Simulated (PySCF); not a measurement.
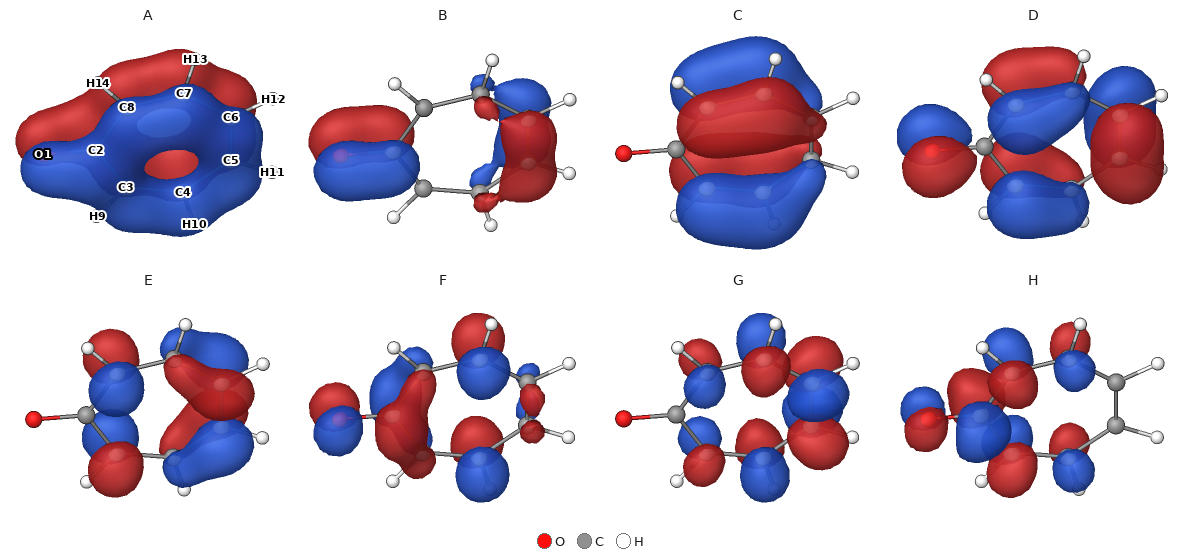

Figure. C₇H₆O, SMILES `O=C1C=CC=CC=C1`. Natural orbitals of the π active space, CASSCF(8,8), singlet state, in order of falling occupation.

PySCF calculation, def2-SVP basis, gas phase; geometry: GFN2-xTB. No frequency check shows the geometry to be a minimum.

> What are the natural occupation numbers?

A 1.95, B 1.93, C 1.91, D 1.86, E 0.14, F 0.12, G 0.05, H 0.05.

> How multiconfigurational is the state?

The leading determinant weighs 0.83; the effective number of unpaired electrons, Σ n²(2−n)², is 0.27; the most occupied of the weakly occupied orbitals holds 0.14 e, as in an ordinary closed-shell π system. The active space lowers the energy by 3.07 eV against Hartree–Fock.

> Where does the lowest triplet lie relative to the singlet, at this geometry and within this active space?

2.55 eV above it by strongly contracted NEVPT2 (+2.44 eV by CASSCF); a small basis tends to put such gaps a few tenths of an eV too high. This is a vertical energy for π states alone; a state that uses lone pairs or σ orbitals may lie lower.
